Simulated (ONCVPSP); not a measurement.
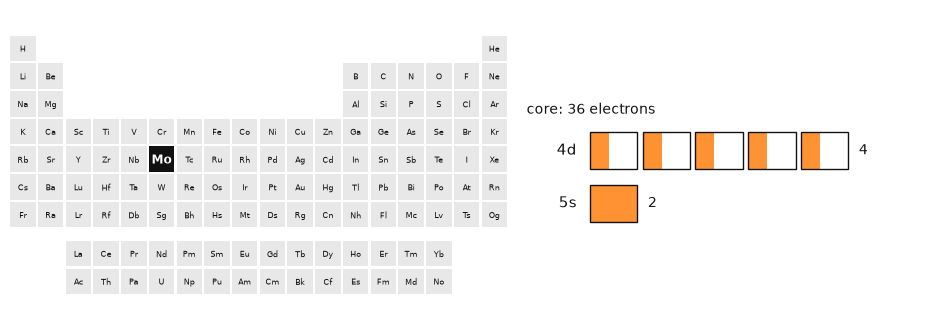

**Figure 1.** Left, the place of molybdenum in the periodic table; right, the valence shells of the reference configuration: a box for each of the 2l + 1 orbitals, shaded by the share of the shell that is filled, with the electron count at the right.

**Pseudopotential generation, with input and output: Mo**

System: molybdenum (Mo, Z = 42), core [Kr], reference valence 4d4 5s2, valence charge 6.
Method: ONCV potential, LDA (Perdew-Wang 92), scalar-relativistic, made with ONCVPSP 4.0.1.

### Input
```
# ATOM AND REFERENCE CONFIGURATION
# atsym  z   nc   nv     iexc    psfile
  Mo 42.00    8    2  -001012      upf
#
#   n    l    f
    1    0    2.00
    2    0    2.00
    2    1    6.00
    3    0    2.00
    3    1    6.00
    3    2   10.00
    4    0    2.00
    4    1    6.00
    4    2    4.00
    5    0    2.00
#
# PSEUDOPOTENTIAL AND OPTIMIZATION
# lmax
    2
#
#   l,   rc,      ep,       ncon, nbas, qcut
    0    2.15    0.00    4    8    2.90
    1    2.30    0.04    4    9    4.00
    2    2.65    0.00    4    8    5.00
#
# LOCAL POTENTIAL
# lloc, lpopt,  rc(5),   dvloc0
    4    4    2.05    2.00
#
# VANDERBILT-KLEINMAN-BYLANDER PROJECTORs
# l, nproj, debl
    0    2    3.60
    1    3    2.50
    2    2    1.40
#
# MODEL CORE CHARGE
# icmod, fcfact, rcfact
    1    0.60    0.00
#
# LOG DERIVATIVE ANALYSIS
# epsh1, epsh2, depsh
   -2.00    5.00    0.02
#
# OUTPUT GRID
# rlmax, drl
    6.00    0.01
#
# TEST CONFIGURATIONS
# ncnf
    4
# nvcnf
#   n    l    f
    2
    4    2    5.00
    5    0    1.00
#
    2
    4    2    5.00
    5    0    0.00
#
    2
    4    2    4.00
    5    0    0.00
#
    3
    4    2    4.00
    5    0    1.00
    5    1    1.00
#
```

Hardware: 1 CPU thread, shared host.

Launched with:
```bash
oncvpsp.x < Mo.dat > Mo.out
```

### The program's output (extracts)
```
ONCVPSP  (Optimized Norm-Conservinng Vanderbilt PSeudopotential)
scalar-relativistic version 4.0.1

#   n    l    f        energy (Ha)
    1    0    2.00    -7.2756112E+02
    2    0    2.00    -1.0287695E+02
    2    1    6.00    -9.2050597E+01
    3    0    2.00    -1.7578344E+01
    3    1    6.00    -1.4031000E+01
    3    2   10.00    -8.2404665E+00
    4    0    2.00    -2.4665649E+00
    4    1    6.00    -1.5122459E+00
    4    2    4.00    -2.1308219E-01
    5    0    2.00    -1.8646393E-01

Reference configufation results
  iterations    24
  all-electron total energy (Ha)   -4.04441398D+03

Begin loop to  construct optimized pseudo wave functions
and semi-local pseudopoentials for all angular momenta

   Wellstate for l =  0  n =  7
     eigenvalue =   3.4135
     asymptotic potential =   3.9135
     half-point radius =  3.5391

Calculating optimized projector #   1

 for l=   0

    Fraction of norm inside rc  0.132031
    Optimizing pswf for qcut=   2.89 a_B^-1,  ecut=   4.18 Ha

optimize: ERROR ps0norm > uunorm, code will stop
```

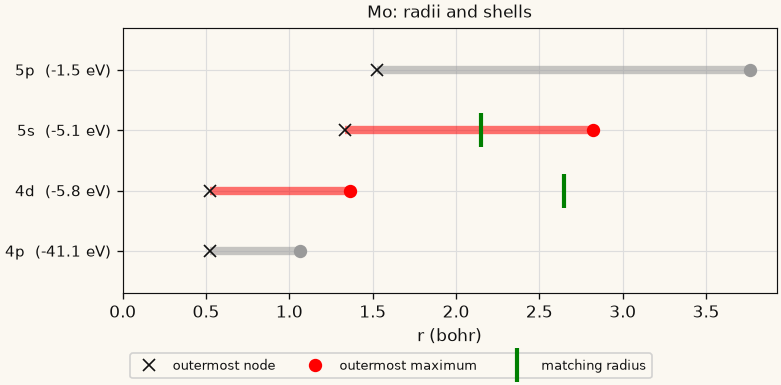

**Figure 2.** Outer shells of the all-electron reference atom: each bar runs from the outermost node (or the nucleus) to the outermost maximum of u(r); the tick is the radius chosen for the pseudo-wave. Shells without a tick have no pseudo-wave of their own. Levels, nodes and maxima are from ld1.x, scalar-relativistic.

- Radii against the shells: 4d: 2.65 bohr, outside the maximum; 5s: 2.15 bohr, between node and maximum.

### What the run reported

```
quantity                value
 outcome  ended with an error
```

### What went wrong

The generator stopped with the message “optimize: ERROR ps0norm > uunorm, code will stop”. In words: the continuity conditions at rc already need more norm inside rc than the all-electron wave has, so norm conservation cannot be met. It was at work on the s channel when it stopped.
